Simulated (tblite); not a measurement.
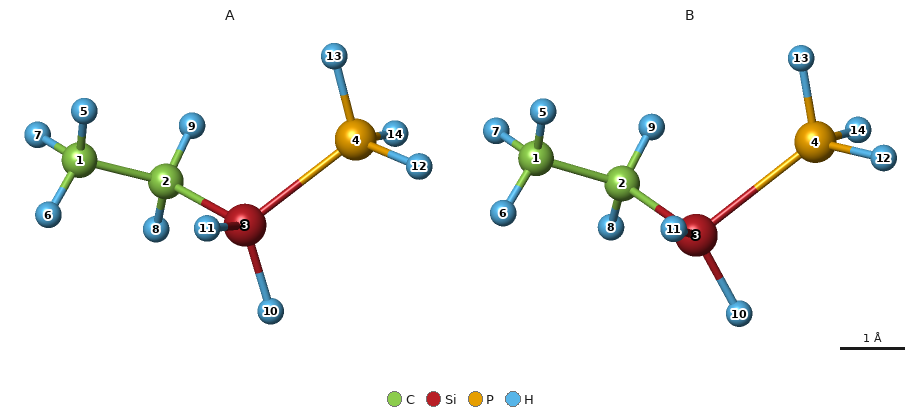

Two geometries of C$_{2}$H$_{10}$PSi (charge +1), drawn at one scale. One is the start of a relaxation, the other its converged end. A ball-and-stick model, seen at a tilt.

These are results of GFN2-xTB geometry optimisation, dihedral held, gas phase in tblite 0.8.0, not measurements. 

### Which one is relaxed?

Structure B is the relaxed one. The largest move after the best rigid fit is that of Si3, 0.21 Å. By element the largest moves are Si 0.21 Å, H 0.16 Å, C 0.07 Å, P 0.04 Å. Some distances before and after: Si3–P4 2.208 → 2.387 Å, C2–Si3 1.869 → 1.905 Å, P4–H13 1.407 → 1.378 Å, P4–H12 1.400 → 1.379 Å. Bond angles that change, for instance: P4–Si3–H10 110.3° → 99.1°, P4–Si3–H11 109.3° → 98.4°, C2–Si3–H11 109.6° → 117.5°. The energy falls by 8.32 kcal/mol in 42 geometry steps. The run took 0.26 s on 1 thread of Arm Neoverse V2, with other jobs on the host.
